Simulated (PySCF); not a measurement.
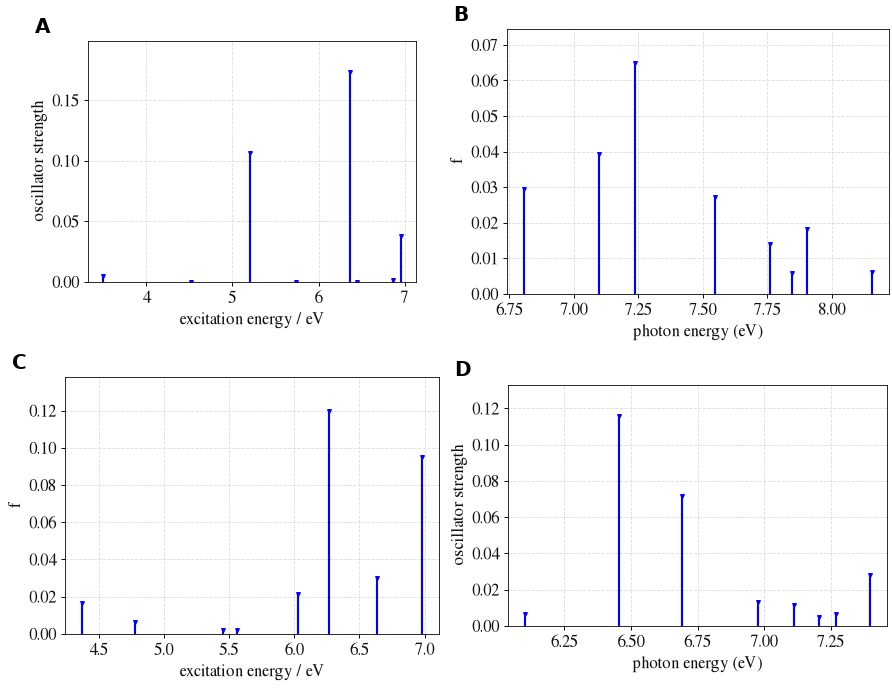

Vertical TDDFT excitations, ωB97X-D/def2-SVPD with PySCF 2.14.0, at a GFN2-xTB geometry (no frequency check), gas phase. Each panel shows the lowest singlet states that were computed.

Question: Assign the panels.
1. C₂H₉ClSi₃, SMILES Cl[C@@H]1C[SiH2][SiH2][SiH2]1
2. C₃H₈BClSi, SMILES B[SiH2][C@@H](Cl)C=C
3. C₄H₇N₃OSi, SMILES Cc1ncnnc1O[SiH3]
4. C₃H₁₁BBrN, SMILES C[B@@H-](Br)[NH+](C)C

Answer: A: 3 (S1 at 3.49 eV, brightest at 6.36 eV)
B: 4 (S1 at 6.81 eV, brightest at 7.24 eV)
C: 2 (S1 at 4.37 eV, brightest at 6.26 eV)
D: 1 (S1 at 6.10 eV, brightest at 6.45 eV)

Caveats, for all or some of the runs: core orbitals are frozen in the response; one conformer of a flexible molecule; spin-orbit coupling is left out, and with Br it can shift these levels and split any degenerate set; the tight-binding geometry is rougher than a DFT one and adds to the error.
